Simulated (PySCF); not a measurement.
# SbO (doublet): what the fields show

```xyz
2

Sb    0.0000    0.0000   -0.2118
O     0.0000    0.0000    1.6012
```

Core potentials replace the inner electrons of Sb.

Method: PBE0/def2-TZVPPD, non-relativistic Hamiltonian with scalar-relativistic core potentials where named, at a bond length of 1.813 Å (PySCF).

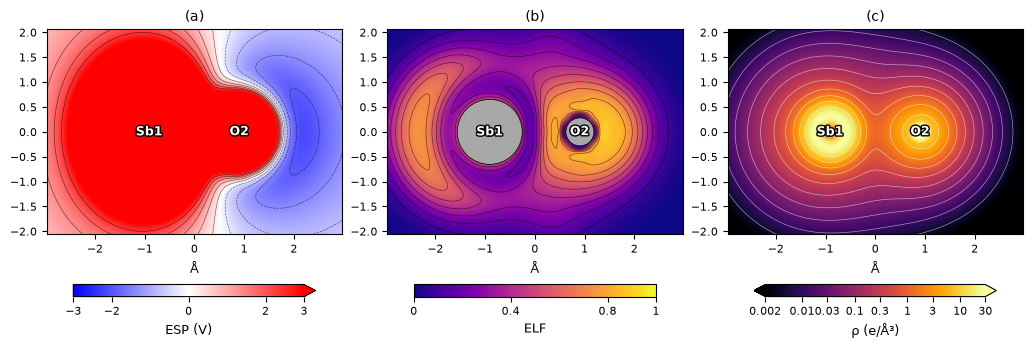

Figure 1. (a) electrostatic potential; (b) electron localisation function; (c) electron density on a plane that holds the molecular axis. Grey discs cover the atomic cores in the ELF map.

Describe what can be read from this map.

Answer.
- The plane passes through Sb and O nuclei.
- Sb–O (1.81 Å): ρ is about 1.2 e/Å³ halfway; the ELF peaks at about 0.80 in the valence shell of O, 0.6 Å from its nucleus, and drops to about 0.15 between the two atoms.
- The ELF also peaks beside O2, away from the bonds: non-bonding electrons, paired or unpaired.
- Outside the dense part of the molecule the potential is most negative (−2.1 V) near O2.

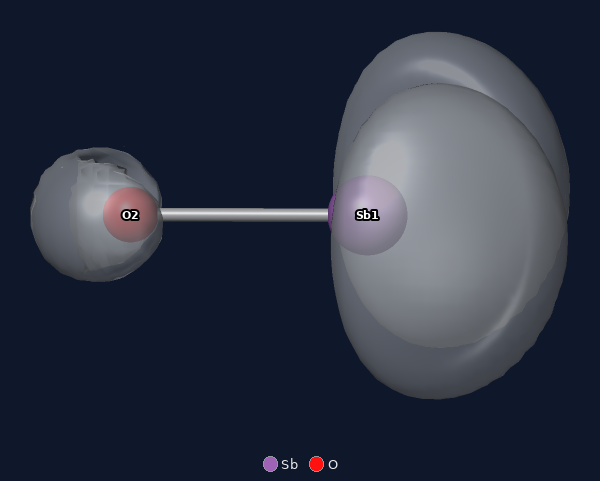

Figure 2. Isosurface of the ELF at 0.85 (grey), seen from one side. Only the valence region is drawn (cores and ρ < 0.01 e/Å³ removed).

Identify the bonds, lone pairs and shells in this picture.

Answer. The ELF exceeds this value in one lobe on O, pointing away from the bonds (non-bonding electrons, which may merge into one lobe) and two lobes on Sb, pointing away from the bonds (non-bonding electrons).

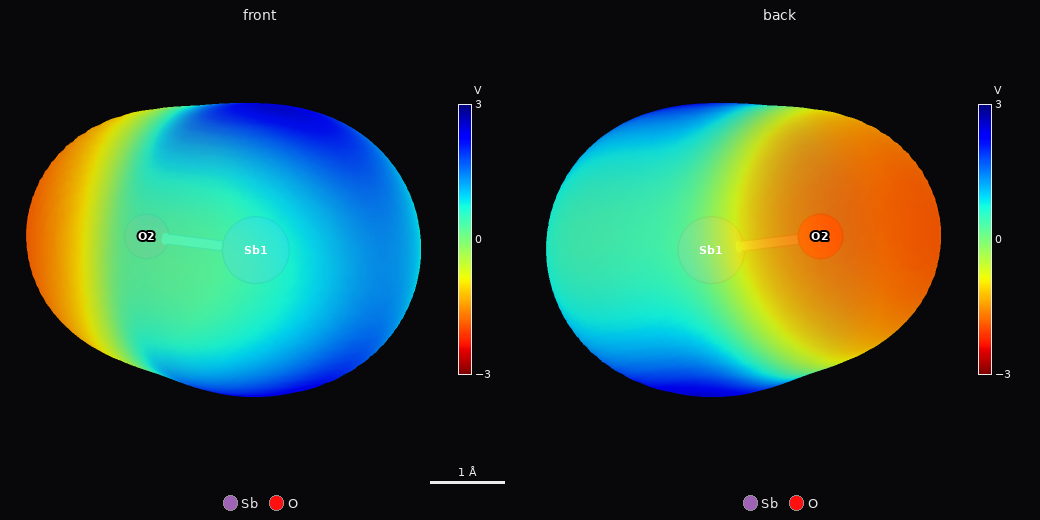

Figure 3. The molecular electrostatic potential painted on the density surface at 0.002 e/bohr³, seen from the front and from behind; red is negative and blue positive.

Describe the electrostatic potential map.

Answer. The most negative region (about −1.9 V) lies over O2, the most positive (about +2.5 V) over Sb1. O2 is the likeliest acceptor of a hydrogen bond.
